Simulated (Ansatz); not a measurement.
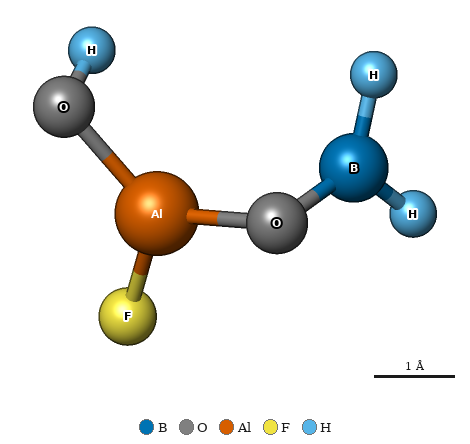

Figure 1. The structure as given in the input (ball-and-stick view, seen at a tilt). Sticks mark near contacts.

## Run report: AlBH$_{3}$O$_{2}$F, geometry relaxation (part 1 of 2)

AlBH$_{3}$O$_{2}$F, SMILES B[O][Al]([OH])[F], computed with RKS PBE-D4/def2-SVP (Ansatz 0.2.0).

It belongs to a series of runs on one base structure; here: end point A relaxed.

Output
```
The last accepted step is kept in [file] (removed where the run ends without a failure and the disk answers)
Engine: ansatz 0.2.0, aarch64-unknown-linux-gnu
Functional definition: PBE
  parameter kappa = 0.804
  parameter beta = 0.06672455060314922
  exchange = pbe_x(kappa = kappa, mu = beta*pi^2/3)
  correlation = pbe_c(beta = beta)
955 factors; their error is unknown
mean field evaluation 1: about -14104.8207 eV, gradient 8.2e1 eV
mean field evaluation 2: about -14028.2885 eV, gradient 2.0e2 eV
mean field evaluation 4: about -14116.5123 eV, gradient 2.3e1 eV
mean field evaluation 8: about -14117.4114 eV, gradient 1.4e-1 eV
mean field evaluation 16: about -14117.3730 eV, gradient 1.1e-4 eV
mean field -14117.37298203 eV, -518.8038879905 hartree, gradient 2.1e-5 eV, S^2 0.000000; 0 other end points of the search recorded, 0 dependent functions left out
the calculation of the forces begins
reference -14117.37302448 eV, -518.8038895504 hartree; 23, 23 occupied and 66, 66 virtual orbitals, 955 factors
relax step   1: F+E_penalty+E_count = -14117.49863034 eV  Δ(F+E_penalty+E_count) = +0.000e0 eV  max|allowed force component| = 2.928e0 eV/Å  Δτ_max = 0.0000 Å  (27 SCF iters, accepted)
these checks for a lower state are left out or cut short: starts, cluster_reference, orbital_swaps, neighbouring_geometries, increment
955 factors; their error is unknown
mean field -14117.78538190 eV, -518.8190434062 hartree, gradient 1.5e-5 eV, S^2 0.000000; 0 other end points of the search recorded, 0 dependent functions left out
[... from here on the field's lines of each further geometry are left out, up to the last ...]
relax step   2: F+E_penalty+E_count = -14117.91264533 eV  Δ(F+E_penalty+E_count) = -4.140e-1 eV  max|allowed force component| = 1.747e0 eV/Å  Δτ_max = 0.1517 Å  (35 SCF iters, accepted)
relax step   3: F+E_penalty+E_count = -14118.18169922 eV  Δ(F+E_penalty+E_count) = -2.691e-1 eV  max|allowed force component| = 9.398e-1 eV/Å  Δτ_max = 0.0785 Å  (29 SCF iters, accepted)
relax step   4: F+E_penalty+E_count = -14118.32226016 eV  Δ(F+E_penalty+E_count) = -1.406e-1 eV  max|allowed force component| = 4.388e-1 eV/Å  Δτ_max = 0.2000 Å  (29 SCF iters, accepted)
relax step   5: F+E_penalty+E_count = -14118.42361212 eV  Δ(F+E_penalty+E_count) = -1.014e-1 eV  max|allowed force component| = 3.303e-1 eV/Å  Δτ_max = 0.2000 Å  (29 SCF iters, accepted)
relax step   6: F+E_penalty+E_count = -14118.49963728 eV  Δ(F+E_penalty+E_count) = -7.603e-2 eV  max|allowed force component| = 7.608e-1 eV/Å  Δτ_max = 0.1966 Å  (32 SCF iters, accepted)
relax step   7: F+E_penalty+E_count = -14118.57304573 eV  Δ(F+E_penalty+E_count) = -7.341e-2 eV  max|allowed force component| = 3.339e-1 eV/Å  Δτ_max = 0.2000 Å  (33 SCF iters, accepted)
relax step   8: F+E_penalty+E_count = -14118.61966525 eV  Δ(F+E_penalty+E_count) = -4.662e-2 eV  max|allowed force component| = 1.612e-1 eV/Å  Δτ_max = 0.2000 Å  (32 SCF iters, accepted)
relax step   9: F+E_penalty+E_count = -14118.65564823 eV  Δ(F+E_penalty+E_count) = -3.598e-2 eV  max|allowed force component| = 3.241e-1 eV/Å  Δτ_max = 0.2000 Å  (33 SCF iters, accepted)
relax step  10: F+E_penalty+E_count = -14118.71364311 eV  Δ(F+E_penalty+E_count) = -5.799e-2 eV  max|allowed force component| = 3.732e-1 eV/Å  Δτ_max = 0.2000 Å  (32 SCF iters, accepted)
relax step  11: F+E_penalty+E_count = -14118.69609431 eV  Δ(F+E_penalty+E_count) = +1.755e-2 eV  max|allowed force component| = 2.174e0 eV/Å  Δτ_max = 0.1949 Å  (33 SCF iters, rejected (line search))
relax step  12: F+E_penalty+E_count = -14118.74316862 eV  Δ(F+E_penalty+E_count) = -2.953e-2 eV  max|allowed force component| = 2.872e-1 eV/Å  Δτ_max = 0.0967 Å  (27 SCF iters, accepted)
relax step  13: F+E_penalty+E_count = -14118.76569639 eV  Δ(F+E_penalty+E_count) = -2.253e-2 eV  max|allowed force component| = 5.860e-1 eV/Å  Δτ_max = 0.0971 Å  (28 SCF iters, accepted)
relax step  14: F+E_penalty+E_count = -14118.79125764 eV  Δ(F+E_penalty+E_count) = -2.556e-2 eV  max|allowed force component| = 3.159e-1 eV/Å  Δτ_max = 0.1500 Å  (28 SCF iters, accepted)
relax step  15: F+E_penalty+E_count = -14118.78518954 eV  Δ(F+E_penalty+E_count) = +6.068e-3 eV  max|allowed force component| = 6.210e-1 eV/Å  Δτ_max = 0.1972 Å  (28 SCF iters, rejected (line search))
relax step  16: F+E_penalty+E_count = -14118.80511156 eV  Δ(F+E_penalty+E_count) = -1.385e-2 eV  max|allowed force component| = 1.918e-1 eV/Å  Δτ_max = 0.0986 Å  (27 SCF iters, accepted)
relax step  17: F+E_penalty+E_count = -14118.81708762 eV  Δ(F+E_penalty+E_count) = -1.198e-2 eV  max|allowed force component| = 1.179e-1 eV/Å  Δτ_max = 0.0975 Å  (27 SCF iters, accepted)
relax step  18: F+E_penalty+E_count = -14118.82742246 eV  Δ(F+E_penalty+E_count) = -1.033e-2 eV  max|allowed force component| = 2.657e-1 eV/Å  Δτ_max = 0.1460 Å  (28 SCF iters, accepted)
relax step  19: F+E_penalty+E_count = -14118.84657827 eV  Δ(F+E_penalty+E_count) = -1.916e-2 eV  max|allowed force component| = 7.129e-2 eV/Å  Δτ_max = 0.2000 Å  (28 SCF iters, accepted)
relax step  20: F+E_penalty+E_count = -14118.83650966 eV  Δ(F+E_penalty+E_count) = +1.007e-2 eV  max|allowed force component| = 3.618e-1 eV/Å  Δτ_max = 0.2000 Å  (28 SCF iters, rejected (line search))
relax step  21: F+E_penalty+E_count = -14118.85040353 eV  Δ(F+E_penalty+E_count) = -3.825e-3 eV  max|allowed force component| = 1.696e-2 eV/Å  Δτ_max = 0.1000 Å  (28 SCF iters, accepted)
relax step  22: F+E_penalty+E_count = -14118.85136791 eV  Δ(F+E_penalty+E_count) = -9.644e-4 eV  max|allowed force component| = 6.328e-2 eV/Å  Δτ_max = 0.1000 Å  (27 SCF iters, accepted)
relax step  23: F+E_penalty+E_count = -14118.85141634 eV  Δ(F+E_penalty+E_count) = -4.843e-5 eV  max|allowed force component| = 5.686e-2 eV/Å  Δτ_max = 0.0069 Å  (29 SCF iters, accepted)
relax step  24: F+E_penalty+E_count = -14118.85232456 eV  Δ(F+E_penalty+E_count) = -9.082e-4 eV  max|allowed force component| = 8.803e-3 eV/Å  Δτ_max = 0.0367 Å  (28 SCF iters, accepted)
relax step  25: F+E_penalty+E_count = -14118.85242373 eV  Δ(F+E_penalty+E_count) = -9.917e-5 eV  max|allowed force component| = 1.563e-2 eV/Å  Δτ_max = 0.0218 Å  (28 SCF iters, accepted)
relax step  26: F+E_penalty+E_count = -14118.85150946 eV  Δ(F+E_penalty+E_count) = +9.143e-4 eV  max|allowed force component| = 1.296e-1 eV/Å  Δτ_max = 0.0256 Å  (28 SCF iters, rejected (line search))
the calculation of the forces begins
reference -14118.72383640 eV, -518.8535309731 hartree; 23, 23 occupied and 66, 66 virtual orbitals, 955 factors
relax step  27: F+E_penalty+E_count = -14118.85247011 eV  Δ(F+E_penalty+E_count) = -4.638e-5 eV  max|allowed force component| = 7.440e-3 eV/Å  Δτ_max = 0.0070 Å  (29 SCF iters, accepted)
955 factors; their error is unknown
mean field evaluation 224: about -14118.7238 eV, gradient 4.6e-4 eV
```

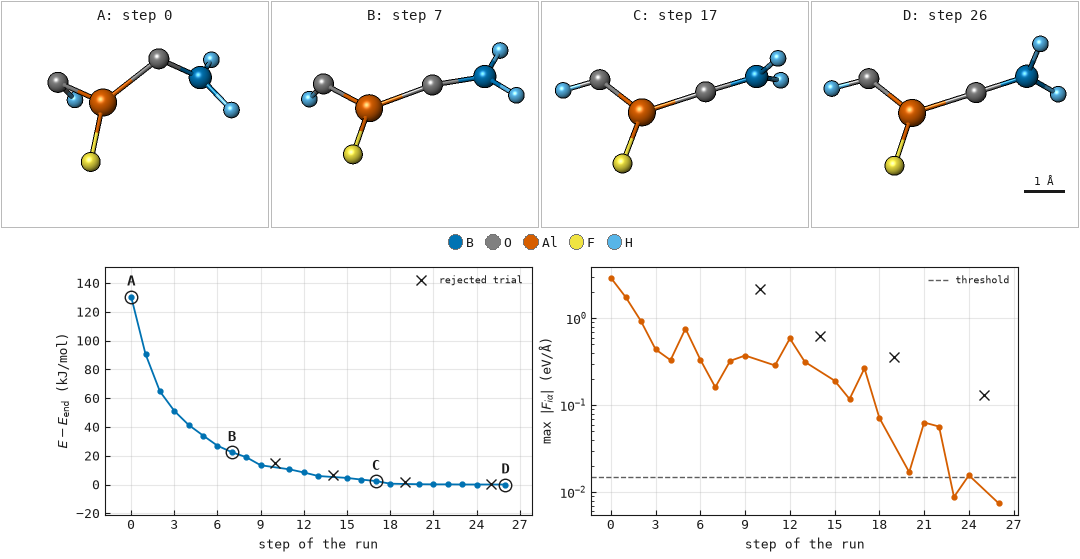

Figure 2. Frames of the relaxation (ball-and-stick view, seen at a tilt) above the curves, on which the letters mark them (the first geometry is step 0 here and step 1 in the log).

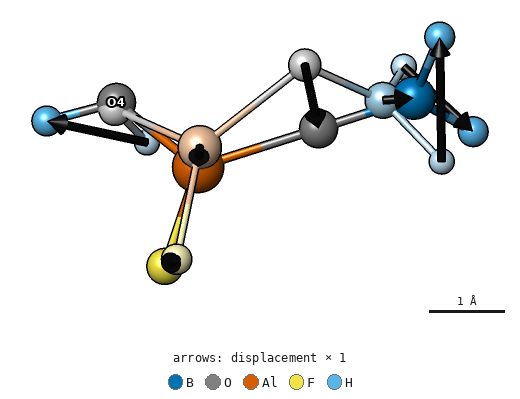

Figure 3. Start (faint) and end (solid) with the displacements as black arrows, at true length (ball-and-stick view, seen at a tilt). The two geometries are laid on each other by the best rigid fit. H7 moves most after the best rigid fit: 1.74 Å. Largest moves by element: H 1.74 Å, O 1.15 Å, F 0.47 Å, Al 0.46 Å, B 0.42 Å. Among the contacts that change: O2–Al3 1.843 → 1.696 Å, Al3–F5 1.811 → 1.668 Å, Al3–O4 1.804 → 1.699 Å, O4–H8 1.026 → 0.970 Å. Among the angles that change: B1–O2–Al3 103.7° → 179.3°, Al3–O4–H8 101.0° → 122.2°, H6–B1–H7 114.8° → 121.4°. After 26 geometry steps the energy has fallen by 130.6 kJ/mol. Largest force component: 2.9 eV/Å at the start, 0.0074 eV/Å at the end. The line search rejected the trial steps at points 10, 14, 19, 25 (counted from 0) and went back. (Atoms are counted from 1 in the order of the input.)

```
mean field -14118.72379449 eV, -518.8535294328 hartree, gradient 1.1e-5 eV, S^2 0.000000; 1 other end points of the search recorded, 0 dependent functions left out
the calculation of the forces begins
reference -14118.72383640 eV, -518.8535309731 hartree; 23, 23 occupied and 66, 66 virtual orbitals, 955 factors
Total energy: -14118.85251202 eV, -518.8582597149 hartree
Atom 0 at    -0.242490     1.948436     0.039857 Å, force    -0.001222     0.000233     0.000271 eV/Å
Atom 1 at    -0.064497     0.626807    -0.135320 Å, force     0.000854    -0.002637    -0.001713 eV/Å
Atom 2 at     0.148292    -1.043966    -0.338509 Å, force    -0.000003     0.003121     0.007440 eV/Å
Atom 3 at     0.271948    -2.023731     1.044240 Å, force    -0.000424     0.001938    -0.003491 eV/Å
Atom 4 at     0.228432    -1.654653    -1.888545 Å, force     0.000185    -0.001161    -0.003691 eV/Å
Atom 5 at    -1.379669     2.394552     0.116195 Å, force    -0.000257     0.001609     0.000095 eV/Å
Atom 6 at     0.735963     2.679473     0.118461 Å, force     0.000287    -0.000781    -0.000091 eV/Å
Atom 7 at     0.394220    -2.984018     0.987821 Å, force     0.000581    -0.002322     0.001179 eV/Å
Dipole moment:     0.056406    -0.443691     0.090732 e Å
```

Trajectory as extended XYZ (Å, eV, eV/Å), 27 frames, from step=1 to step=27
```
8
Properties=species:S:1:pos:R:3:forces:R:3 step=1 energy=-14117.49863
B    -0.1913    1.5326    0.1147    1.2450   0.7355   0.1061
O     1.0190    0.8523    0.2373   -1.9424  -1.6671  -0.9325
Al    0.6164   -0.8595   -0.3134    1.0164  -0.5745  -0.9808
O     0.1389   -2.0867    0.9196   -1.6254   1.6168  -1.5341
F     0.8361   -1.3303   -2.0478   -0.3854   0.8601   2.9282
H    -0.9808    1.6684    1.0196   -0.1595  -0.3586   0.5198
H    -0.4637    2.1520   -0.8966    0.0609  -0.1171  -0.4140
H    -0.8824   -1.9859    0.9108    1.7904  -0.4951   0.3073
8
Properties=species:S:1:pos:R:3:forces:R:3 step=2 energy=-14117.91265
B    -0.1247    1.6668    0.1389    0.0050  -1.5866  -0.5377
O     0.9796    0.8196    0.2109   -1.2760  -0.3820  -0.4539
Al    0.6107   -0.8603   -0.2964    0.5842  -0.0734  -0.5031
O     0.1286   -2.0814    0.8847   -0.7604   1.0268  -0.9655
F     0.8046   -1.2779   -1.9722   -0.1826   0.4557   1.7468
H    -0.9858    1.6084    1.0298    0.4122   0.4542   0.1154
H    -0.4536    2.1191   -0.9701    0.3513   0.4067   0.3899
H    -0.8671   -2.0513    0.9187    0.8663  -0.3013   0.2081
8
Properties=species:S:1:pos:R:3:forces:R:3 step=3 energy=-14118.18170
B    -0.1682    1.6120    0.1050    0.2311  -0.6209  -0.1008
O     0.9394    0.7836    0.1851   -0.9398   0.0697  -0.2611
Al    0.6815   -0.8813   -0.2732   -0.0697   0.0574   0.0671
O     0.1246   -2.0636    0.8577   -0.1137   0.4068  -0.3732
F     0.7720   -1.2543   -1.9049    0.1594   0.0276   0.2659
H    -0.9689    1.6325    1.0615    0.3452   0.2326  -0.2553
H    -0.4344    2.1588   -0.9813    0.1732   0.0665   0.4631
H    -0.8539   -2.0448    0.8943    0.2143  -0.2397   0.1944
8
Properties=species:S:1:pos:R:3:forces:R:3 step=4 energy=-14118.32226
B    -0.1900    1.6490    0.0766   -0.1075   0.3609   0.1335
O     0.8304    0.7651    0.1487   -0.0546  -0.3826  -0.1477
Al    0.5900   -0.8875   -0.2745    0.3357  -0.2111  -0.0350
O     0.1594   -2.1021    0.8533   -0.4388   0.1867  -0.1239
F     0.8168   -1.2825   -1.8788    0.0312  -0.0166   0.0027
H    -0.9356    1.7554    1.0440   -0.0806   0.1306   0.0039
H    -0.3714    2.2817   -0.9548   -0.0071   0.1151   0.0101
H    -0.8074   -2.2361    0.9296    0.3218  -0.1830   0.1563
8
Properties=species:S:1:pos:R:3:forces:R:3 step=5 energy=-14118.42361
B    -0.2028    1.7144    0.0668    0.0125   0.2798   0.1040
O     0.7253    0.7315    0.1262   -0.1450  -0.0760  -0.0437
Al    0.5605   -0.9220   -0.2776    0.1481  -0.3303  -0.0772
O     0.1740   -2.1452    0.8476   -0.1970   0.1351  -0.0723
F     0.8330   -1.3059   -1.8777    0.0295  -0.0526   0.0096
H    -0.9431    1.8940    1.0238   -0.0644   0.0520   0.0708
H    -0.3049    2.3981   -0.9406    0.0326   0.0771  -0.0541
H    -0.7498   -2.4220    0.9756    0.1837  -0.0851   0.0630
8
Properties=species:S:1:pos:R:3:forces:R:3 step=6 energy=-14118.49964
B    -0.2197    1.7961    0.0667    0.2810  -0.2113  -0.0184
O     0.5898    0.6958    0.0912   -0.5259   0.3446  -0.0754
Al    0.5190   -0.9698   -0.2995    0.1276   0.0701  -0.1327
O     0.1875   -2.1741    0.8417   -0.7608  -0.3745   0.2361
F     0.8754   -1.3685   -1.8796    0.0109  -0.0413   0.0211
H    -0.9482    2.0356    1.0249    0.0492  -0.0125   0.0120
H    -0.2310    2.5285   -0.9211    0.0754  -0.0553   0.0869
H    -0.6807   -2.6006    1.0199    0.7427   0.2801  -0.1297
8
Properties=species:S:1:pos:R:3:forces:R:3 step=7 energy=-14118.57305
B    -0.2427    1.8556    0.0621    0.1258  -0.0413  -0.0072
O     0.4040    0.6643    0.0242   -0.2822   0.1641  -0.0636
Al    0.4807   -1.0058   -0.3178    0.0350  -0.0291  -0.0224
O     0.1968   -2.1938    0.8551   -0.3105  -0.1189   0.0832
F     0.9297   -1.4355   -1.8657    0.0115  -0.0138   0.0213
H    -0.9213    2.1449    1.0448    0.0485  -0.0210  -0.0355
H    -0.1515    2.6327   -0.8882    0.0380  -0.0833   0.0976
H    -0.6036   -2.7194    1.0297    0.3339   0.1434  -0.0734
8
Properties=species:S:1:pos:R:3:forces:R:3 step=8 energy=-14118.61967
B    -0.2588    1.8950    0.0571    0.0588  -0.0706  -0.0057
O     0.2203    0.6359   -0.0496   -0.1346   0.0946  -0.0301
Al    0.4364   -1.0304   -0.3284    0.0288   0.0439  -0.0392
O     0.2043   -2.1872    0.8840   -0.1612  -0.0277   0.0676
F     0.9734   -1.4757   -1.8430   -0.0010  -0.0211   0.0062
H    -0.8854    2.2179    1.0611    0.0223  -0.0055  -0.0118
H    -0.0708    2.6958   -0.8538    0.0277  -0.0365   0.0452
H    -0.5273   -2.8084    1.0168    0.1592   0.0229  -0.0323
```
